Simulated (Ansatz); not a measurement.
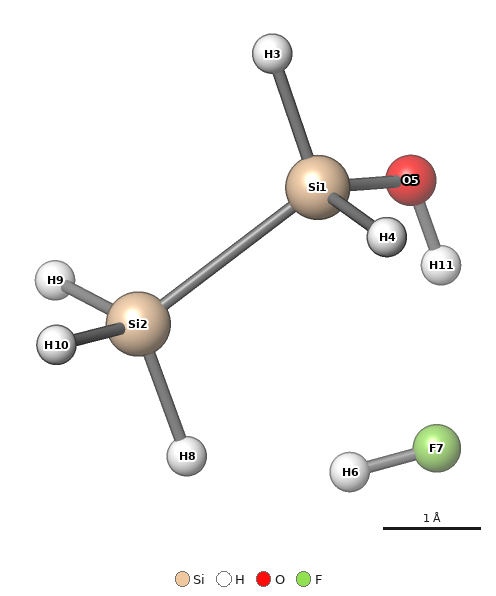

Figure 1. The starting structure (ball-and-stick view, seen at a tilt; atoms are numbered from 1 in the order of the input).

**Run report: Si2H7OF, nudged elastic band (part 1 of 2)**

The run: nudged elastic band of Si2H7OF. Method and program: RKS B3LYP-D4/6-31G* (Ansatz 0.2.0).

It belongs to a series of runs on one base structure; here: band between the two ends. Figures and captions count atoms from 1; the log counts them from 0 in places.

### What the program printed
```
Engine: ansatz 0.2.0, aarch64-unknown-linux-gnu
Functional definition: B3LYP
  parameter a0 = 0.2
  parameter ax = 0.72
  parameter ac = 0.81
  exchange = (1 - a0 - ax)*slater_x + ax*b88_x + a0*exact_x
  correlation = (1 - ac)*vwn_rpa_c + ac*lyp_c
850 factors; integrals over basis functions are off by at most 6.5e-4 eV
mean field evaluation 1: about -20628.6073 eV, gradient 5.5e1 eV
mean field evaluation 2: about -20616.7520 eV, gradient 9.7e1 eV
mean field evaluation 4: about -20633.6722 eV, gradient 4.9e0 eV
mean field evaluation 8: about -20633.7176 eV, gradient 3.0e-2 eV
mean field -20633.71755591 eV, -758.2751341438 hartree, gradient 1.1e-5 eV, S^2 0.000000; 0 other end points of the search recorded, 0 dependent functions left out
the calculation of the forces begins
reference -20633.71780576 eV, -758.2751433254 hartree; 26, 26 occupied and 56, 56 virtual orbitals, 850 factors
851 factors; integrals over basis functions are off by at most 8.9e-4 eV
mean field evaluation 16: about -20630.3856 eV, gradient 5.5e1 eV
mean field -20635.45311269 eV, -758.3389146787 hartree, gradient 6.5e-5 eV, S^2 0.000000; 0 other end points of the search recorded, 0 dependent functions left out
[... from here on the field's lines of each further geometry are left out, up to the last ...]
NEB iter   1: max|band force component| = 4.941e0 eV/Å  barrier→ = 1.9450 eV  barrier← = 3.6256 eV  Δτ_max = 0.2000 Å  (271 SCF iters)
NEB iter   2: max|band force component| = 3.088e0 eV/Å  barrier→ = 1.5376 eV  barrier← = 3.2182 eV  Δτ_max = 0.2000 Å  (246 SCF iters)
NEB iter   3: max|band force component| = 1.848e0 eV/Å  barrier→ = 1.2784 eV  barrier← = 2.9589 eV  Δτ_max = 0.2000 Å  (252 SCF iters)
NEB iter   4: max|band force component| = 1.363e0 eV/Å  barrier→ = 1.5976 eV  barrier← = 3.2782 eV  Δτ_max = 0.1990 Å  (240 SCF iters)
NEB iter   5: max|band force component| = 3.209e0 eV/Å  barrier→ = 1.6609 eV  barrier← = 3.3414 eV  Δτ_max = 0.1033 Å  (238 SCF iters)
NEB iter   6: max|band force component| = 1.039e0 eV/Å  barrier→ = 1.3960 eV  barrier← = 3.0766 eV  Δτ_max = 0.2000 Å  (236 SCF iters)
NEB iter   7: max|band force component| = 2.209e0 eV/Å  barrier→ = 1.1526 eV  barrier← = 2.8332 eV  Δτ_max = 0.0998 Å  (228 SCF iters)
NEB iter   8: max|band force component| = 9.561e-1 eV/Å  barrier→ = 1.1859 eV  barrier← = 2.8665 eV  Δτ_max = 0.1356 Å  (222 SCF iters)
NEB iter   9: max|band force component| = 6.175e-1 eV/Å  barrier→ = 1.1584 eV  barrier← = 2.8390 eV  CI = image 3  Δτ_max = 0.2000 Å  (226 SCF iters)
NEB iter  10: max|band force component| = 6.010e-1 eV/Å  barrier→ = 1.3849 eV  barrier← = 3.0654 eV  CI = image 3  Δτ_max = 0.1007 Å  (230 SCF iters)
NEB iter  11: max|band force component| = 4.999e-1 eV/Å  barrier→ = 1.4327 eV  barrier← = 3.1132 eV  CI = image 3  Δτ_max = 0.1009 Å  (225 SCF iters)
NEB iter  12: max|band force component| = 4.506e-1 eV/Å  barrier→ = 1.4361 eV  barrier← = 3.1167 eV  CI = image 3  Δτ_max = 0.1010 Å  (220 SCF iters)
NEB iter  13: max|band force component| = 2.309e-1 eV/Å  barrier→ = 1.4480 eV  barrier← = 3.1286 eV  CI = image 3  Δτ_max = 0.1056 Å  (222 SCF iters)
NEB iter  14: max|band force component| = 2.326e-1 eV/Å  barrier→ = 1.4404 eV  barrier← = 3.1210 eV  CI = image 3  Δτ_max = 0.0535 Å  (222 SCF iters)
NEB iter  15: max|band force component| = 1.911e-1 eV/Å  barrier→ = 1.4358 eV  barrier← = 3.1164 eV  CI = image 3  Δτ_max = 0.0482 Å  (224 SCF iters)
NEB iter  16: max|band force component| = 1.668e-1 eV/Å  barrier→ = 1.4343 eV  barrier← = 3.1149 eV  CI = image 3  Δτ_max = 0.0333 Å  (218 SCF iters)
NEB iter  17: max|band force component| = 1.014e-1 eV/Å  barrier→ = 1.4330 eV  barrier← = 3.1136 eV  CI = image 3  Δτ_max = 0.0333 Å  (211 SCF iters)
NEB iter  18: max|band force component| = 4.261e-2 eV/Å  barrier→ = 1.4323 eV  barrier← = 3.1129 eV  CI = image 3  Δτ_max = 0.0205 Å  (210 SCF iters)
NEB iter  19: max|band force component| = 4.765e-2 eV/Å  barrier→ = 1.4320 eV  barrier← = 3.1125 eV  CI = image 3  Δτ_max = 0.0102 Å  (205 SCF iters)
the calculation of the forces begins
reference -20635.45221308 eV, -758.3388816187 hartree; 26, 26 occupied and 56, 56 virtual orbitals, 850 factors
850 factors; integrals over basis functions are off by at most 7.2e-4 eV
mean field evaluation 1312: about -20632.2737 eV, gradient 2.5e-5 eV
mean field -20632.27372711 eV, -758.2220744140 hartree, gradient 2.5e-5 eV, S^2 0.000000; 1 other end points of the search recorded, 0 dependent functions left out
the calculation of the forces begins
reference -20632.27398222 eV, -758.2220837889 hartree; 26, 26 occupied and 56, 56 virtual orbitals, 850 factors
NEB iter  20: max|band force component| = 2.579e-2 eV/Å  barrier→ = 1.4319 eV  barrier← = 3.1125 eV  CI = image 3  Δτ_max = 0.0000 Å  (422 SCF iters)
```

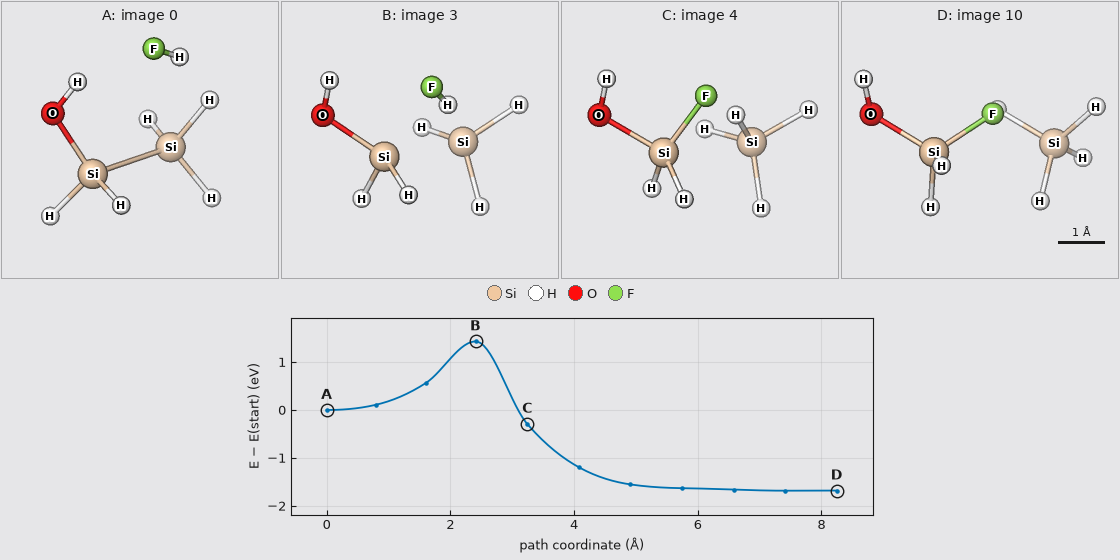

Figure 2. Images of the last band (counted from 0; ball-and-stick, seen at a tilt) above the energy along the path; the line is a cubic interpolation that uses the forces. The highest image is number 3, 1.432 eV above the start and 3.112 eV above the end (the climbing image); the end lies 1.681 eV below the start. The path is 8.25 Å long. The band converged in 20 iterations.

```
Total energy: -20632.60989508 eV, -758.2344283590 hartree
Atom 0 at    -0.174590    -1.023457    -0.145031 Å, force    -0.012539    -0.005209     0.003537 eV/Å
Atom 1 at     0.682186     1.417530    -0.372192 Å, force    -0.001344    -0.000094     0.004715 eV/Å
Atom 2 at    -0.125399    -0.842429    -1.626637 Å, force     0.002303     0.000012     0.000557 eV/Å
Atom 3 at     0.923922    -1.952281     0.201459 Å, force    -0.001203    -0.000919    -0.000824 eV/Å
Atom 4 at    -1.761064    -1.473772     0.018777 Å, force     0.011771     0.002918    -0.000126 eV/Å
Atom 5 at     0.138388     0.369244     1.020816 Å, force    -0.004530    -0.006606     0.007394 eV/Å
Atom 6 at    -0.234166    -0.442618     1.779204 Å, force     0.008664     0.005821    -0.010875 eV/Å
Atom 7 at     1.099222     2.462792     0.608455 Å, force    -0.000732     0.001199    -0.001842 eV/Å
Atom 8 at    -0.370366     1.978882    -1.255216 Å, force     0.000104     0.001916    -0.002477 eV/Å
Atom 9 at     1.871732     1.023356    -1.171702 Å, force     0.001971     0.001138    -0.000593 eV/Å
Atom 10 at    -2.049965    -1.517148     0.942165 Å, force    -0.004466    -0.000176     0.000533 eV/Å
Dipole moment:     0.083859     0.093607     0.108962 e Å
this run last wrote the band of iteration 20 to [file]
```

### The last band as extended XYZ (Å, eV, eV/Å)
```
11
Properties=species:S:1:pos:R:3:forces:R:3 image=0 energy=-20634.04153
Si   -0.0642   -1.0931   -0.7376   -0.0036   0.0151  -0.0009
Si    0.6278    1.1608   -0.6695   -0.0061  -0.0172   0.0036
H    -0.3007   -1.5007   -2.1452    0.0015  -0.0020  -0.0041
H     1.0482   -1.9171   -0.1767   -0.0051   0.0003  -0.0030
O    -1.5040   -1.2868    0.0697    0.0239   0.0075   0.0127
H    -0.1373    0.6472    2.0360    0.0061   0.0098  -0.0042
F    -0.5681   -0.1028    2.4122   -0.0080  -0.0084   0.0088
H     0.7390    1.5926    0.7703   -0.0002   0.0018  -0.0045
H    -0.3531    2.0925   -1.2888    0.0040  -0.0025   0.0016
H     1.9715    1.3959   -1.2663   -0.0009   0.0019  -0.0011
H    -1.4591   -0.9883    0.9958   -0.0114  -0.0063  -0.0089
11
Properties=species:S:1:pos:R:3:forces:R:3 image=1 energy=-20633.93059
Si   -0.1122   -1.0163   -0.5827    0.0068  -0.0204  -0.0768
Si    0.6005    1.2371   -0.6082   -0.0099  -0.0318  -0.0479
H    -0.1627   -1.3323   -2.0300   -0.0186  -0.1140  -0.0686
H     0.9442   -1.8398    0.0725    0.0104   0.0116  -0.0423
O    -1.6389   -1.3298    0.0008    0.0158   0.0293  -0.0035
H     0.0457    0.4854    1.8267   -0.0044   0.0643   0.1499
F    -0.3463   -0.2547    2.2592   -0.0390   0.0153   0.0732
H     0.8049    1.8968    0.7303   -0.0623  -0.1402   0.0349
H    -0.3510    2.1043   -1.3510    0.0097   0.0314  -0.0072
H     1.9302    1.2580   -1.2775    0.0154   0.0629  -0.0137
H    -1.7144   -1.2088    0.9601    0.0762   0.0916   0.0018
11
Properties=species:S:1:pos:R:3:forces:R:3 image=2 energy=-20633.47726
Si   -0.1350   -0.9707   -0.3951    0.0105   0.0442  -0.2723
Si    0.6325    1.3186   -0.4916   -0.0420  -0.1140  -0.1364
H    -0.1260   -1.0458   -1.8677   -0.0067  -0.2185  -0.2760
H     0.9092   -1.8707    0.1678   -0.0272   0.0835  -0.0409
O    -1.6949   -1.3938    0.0053    0.0851   0.1075  -0.0432
H     0.0657    0.3335    1.4570   -0.0707  -0.0302   0.4718
F    -0.2546   -0.3088    2.0866   -0.0298   0.1305   0.3523
H     0.9734    2.2274    0.6555   -0.1194  -0.2639   0.0638
H    -0.3660    2.0325   -1.3247    0.0201   0.0670  -0.0694
H     1.8963    1.0999   -1.2436    0.0308   0.0784  -0.0753
H    -1.9009   -1.4220    0.9505    0.1495   0.1155   0.0256
11
Properties=species:S:1:pos:R:3:forces:R:3 image=3 energy=-20632.60964
Si   -0.1746   -1.0235   -0.1450   -0.0125  -0.0052   0.0035
Si    0.6822    1.4175   -0.3722   -0.0013  -0.0001   0.0047
H    -0.1254   -0.8424   -1.6266    0.0023   0.0000   0.0006
H     0.9239   -1.9523    0.2015   -0.0012  -0.0009  -0.0008
O    -1.7611   -1.4738    0.0188    0.0118   0.0029  -0.0001
H     0.1384    0.3692    1.0208   -0.0045  -0.0066   0.0074
F    -0.2342   -0.4426    1.7792    0.0087   0.0058  -0.0109
H     1.0992    2.4628    0.6085   -0.0007   0.0012  -0.0018
H    -0.3704    1.9789   -1.2552    0.0001   0.0019  -0.0025
H     1.8717    1.0234   -1.1717    0.0020   0.0011  -0.0006
H    -2.0500   -1.5171    0.9422   -0.0045  -0.0002   0.0005
11
Properties=species:S:1:pos:R:3:forces:R:3 image=4 energy=-20634.32952
Si   -0.2522   -1.2189    0.0574   -0.1231  -0.3980   0.4136
Si    0.7593    1.6049   -0.3350    0.1392   0.3812   0.0696
H    -0.1119   -0.6863   -1.3477    0.0449   0.2945   0.5714
H     0.8847   -2.1537    0.1685   -0.0592  -0.3892  -0.0430
O    -1.8543   -1.6139    0.0019   -0.1831  -0.3093  -0.0377
H     0.2861    0.6587    0.7045    0.2856   0.5954  -0.6395
F    -0.2702   -0.7095    1.6502   -0.0686  -0.5182  -0.2516
H     1.2169    2.6926    0.5454    0.2040   0.4834  -0.1471
H    -0.3528    2.0102   -1.2272    0.0142   0.0479   0.0313
H     1.8723    1.0313   -1.1341   -0.0039   0.0255   0.0723
H    -2.1781   -1.6154    0.9161   -0.2500  -0.2132  -0.0394
11
Properties=species:S:1:pos:R:3:forces:R:3 image=5 energy=-20635.23429
Si   -0.3237   -1.4337    0.0960   -0.0676  -0.1881   0.0518
Si    0.8379    1.8037   -0.3281    0.0627   0.1748   0.0094
H    -0.0862   -0.6021   -1.1072    0.0350   0.0676   0.2187
H     0.6998   -2.5009    0.1039   -0.1549  -0.3019  -0.0419
O    -1.9261   -1.8207    0.0065   -0.0506  -0.1972  -0.0084
H     0.3690    0.9153    0.7374    0.0661   0.2378   0.0255
F    -0.1971   -0.8012    1.5846    0.0651  -0.0823  -0.0697
H     1.3647    2.9992    0.3636    0.1122   0.2794  -0.1647
H    -0.3007    2.1255   -1.2266    0.0440   0.0977  -0.0091
H     1.8995    1.1185   -1.1139    0.0272   0.0845   0.0273
H    -2.3373   -1.8034    0.8839   -0.1394  -0.1721  -0.0389
11
Properties=species:S:1:pos:R:3:forces:R:3 image=6 energy=-20635.59386
Si   -0.3685   -1.5925    0.0985   -0.0038  -0.0407   0.0127
Si    0.8870    2.0157   -0.2829    0.0145   0.0482   0.0058
H    -0.0493   -0.6524   -0.9946    0.0106  -0.0162   0.0297
H     0.4884   -2.8005    0.0224   -0.0596  -0.0753  -0.0085
O    -1.9849   -1.8952   -0.0330   -0.0207  -0.0044   0.0085
H     0.4362    1.2081    0.8686    0.0180   0.0775   0.0201
F    -0.0845   -0.9523    1.5510    0.0250  -0.0312  -0.0115
H     1.4413    3.2989    0.2162    0.0232   0.0726  -0.0475
H    -0.2630    2.2723   -1.1886    0.0103   0.0281  -0.0042
H     1.9348    1.2727   -1.0323    0.0117   0.0237   0.0147
H    -2.4376   -2.1747    0.7749   -0.0292  -0.0822  -0.0197
```
